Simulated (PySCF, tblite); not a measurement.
# C7H11 radical: geometry, infrared bands and EPR parameters

Wanted: the infrared bands and EPR parameters of C7H11 radical (`CCC1=C[CH]CC1`), by calculation.

Programs: tblite 0.8.0 and PySCF 2.14.0, with density-fitted response routines of our own. Each step states its level of theory. These are calculated values for one molecule in the gas phase, unless marked as measured. Atoms are numbered from 0 throughout.

## (1) The molecule as given

18 atoms, charge 0, multiplicity 2; geometry from: force field or distance geometry start.

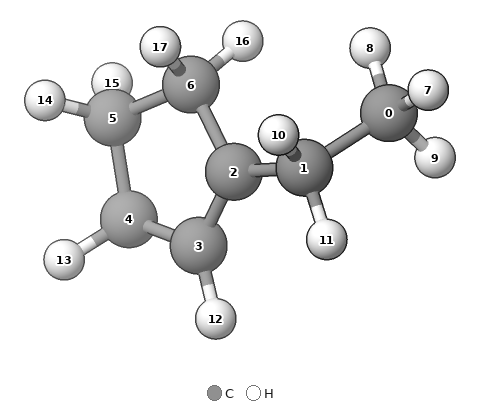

As it starts; carbon grey, hydrogen white, atoms numbered.

## (2) Relaxing the molecule with GFN2-xTB

What the job is given:

```
{"job": {"kind": "relax", "xc": "GFN2-xTB", "basis": "xTB"}, "charge": 0, "multiplicity": 2}
C      2.402500     0.029300    -0.457900
C      1.344800    -0.752800     0.282200
C     -0.008400    -0.403100    -0.191800
C     -0.934800    -1.179900    -0.754100
C     -2.166400    -0.431800    -1.082000
C     -1.996500     0.914500    -0.467800
C     -0.535400     1.008800    -0.107100
H      3.343700     0.024200     0.139400
H      2.137100     1.097400    -0.564300
H      2.611400    -0.445300    -1.424200
H      1.498200    -0.563000     1.366300
H      1.532100    -1.840100     0.126000
H     -0.842500    -2.262000    -0.929900
H     -3.037100    -0.964600    -0.647400
H     -2.615300     1.082400     0.433500
H     -2.313400     1.690600    -1.201600
H      0.033800     1.702700    -0.748000
H     -0.462600     1.298900     0.952300
```

Command:

```sh
$ OMP_NUM_THREADS=1 python probes_run.py task.json out
```

One launch serves the whole session: the jobs run in the order shown.

**Question.** This job is followed by: GFN2-xTB harmonic vibrations, gas phase; UKS B3LYP, pcH-1 on C H, non-relativistic, mean-field spin-orbit, GIAO. Predict these results of the whole session: strongest single infrared mode (GFN2-xTB); zero-point energy (GFN2-xTB); g(iso) (B3LYP); ⟨S²⟩; largest a(iso) (averaged by class); potential on the surface of density 0.002 e/bohr³, 1st and 99th percentile.

**Answer**, as computed:

| quantity | value |
| --- | --- |
| strongest single infrared mode (GFN2-xTB) | 2922 cm⁻¹, 79 km/mol |
| zero-point energy (GFN2-xTB) | 98.4 kcal/mol |
| g(iso) (B3LYP) | 2.00265 |
| ⟨S²⟩ | 0.773 (exact 0.75) |
| largest a(iso) (averaged by class) | 1H on H14, H15, 68.3 MHz |
| potential on the surface of density 0.002 e/bohr³, 1st and 99th percentile | -0.70 V and 0.63 V |

What this shows: Over 82 steps the energy fell by 0.940 eV; of the close pairs, C3–C4 changed most, 1.478 to 1.373 Å. No mode is imaginary among the 48: a minimum at this level. The strongest single mode, at 2922 cm⁻¹, is spread over several atoms, H17, H16, H15, H14 among them. Unscaled tight-binding wavenumbers are off by several per cent, some by more. Its intensities can rank the bands wrongly. The largest spin populations lie on C4 (0.64 e), C2 (0.61 e). The isotropic g lies 0.3 ppt above the free-electron value. These values are for one conformer; the search (at its own cheap level) found 1 more, at 0.36 kcal/mol, and measured spectra average over such forms.
